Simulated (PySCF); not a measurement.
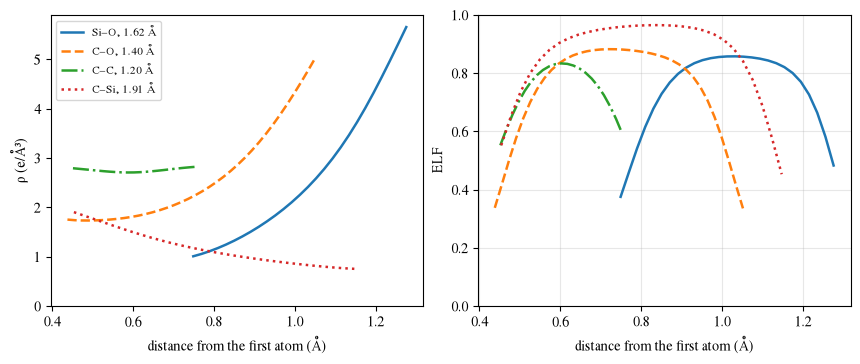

Figure 1: C7H11OPSi. Electron density and electron localisation function along straight lines between neighbouring atoms. The curves leave out the atomic cores.

Geometry: GFN2-xTB.

Level of theory: PBE0/pcSseg-1, SCF density, gas phase, non-relativistic in PySCF.

Input

```
{"job": {"kind": "nmr", "xc": "PBE0", "basis": "pcSseg-1"}, "charge": 0, "multiplicity": 1}
C      5.801075    -0.800269     0.007569
C      4.680124    -0.388022    -0.148843
C      3.415369     0.074854    -0.326211
C      2.306000     0.519819    -0.500166
C      0.965310     0.990343    -0.680237
Si    -0.294531    -0.421745    -0.408864
P     -0.166485    -1.201486     1.696446
O     -1.726561     0.304620    -0.619675
C     -2.963792    -0.041289    -0.058727
C     -3.571106     1.163220     0.642704
H      6.777585    -1.155842     0.142094
H      0.850899     1.387932    -1.689576
H      0.770728     1.805826     0.020791
H     -0.108482    -1.472964    -1.421488
H      1.207077    -1.336770     1.697304
H     -0.359656    -2.531983     1.362957
H     -3.615760    -0.386490    -0.869134
H     -2.830541    -0.865201     0.654995
H     -2.926899     1.473399     1.461496
H     -4.551896     0.910558     1.035251
H     -3.667377     1.988434    -0.058115
```

Run with:

```sh
OMP_NUM_THREADS=1 python probes_run.py task.json out
```

What kind of bonding do the profiles show?

Answer. Si–O (1.62 Å): ρ is about 1.2 e/Å³ halfway; the ELF peaks at about 0.85 between the atoms, as expected for a polar covalent bond.
C–O (1.40 Å): the density is about 2 e/Å³ at the midpoint, with its minimum of 1.7 e/Å³ about 0.5 Å from C; the ELF peaks at about 0.90 between the atoms (a shared but strongly polarised pair).
C–C (1.20 Å): ρ is about 2.7 e/Å³ halfway; the ELF peaks at about 0.85 between the atoms (a short, multiple covalent bond).
C–Si (1.91 Å): ρ at the midpoint is about 0.9 e/Å³; the ELF peaks at about 0.95 between the atoms; a shared electron pair.
